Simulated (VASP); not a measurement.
Band structure of BN (space group Fmm2). Level of theory: PBEsol GGA, VASP's PBE PAW potentials (set 64) (plane waves; VASP).

Without a dispersion term in the relaxation, distances and binding between the weakly bound layers, chains or molecules are unreliable, and so is what depends on them.

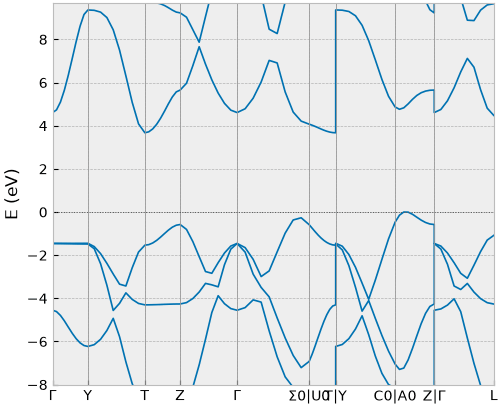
*Bands along high-symmetry lines, zero at the valence-band maximum or, without a gap, the Fermi level*

Q: Read the plot: is there a gap, and where are the band edges?

A: The gap is indirect, 3.67 eV, from the valence maximum at A0-Z at 0.22 to the conduction minimum at T. (Edges off the drawn lines would not show.)

The structure comes from a computed database's BN entry (Fmm2); how it stands against other phases isn't given here. It was relaxed first.
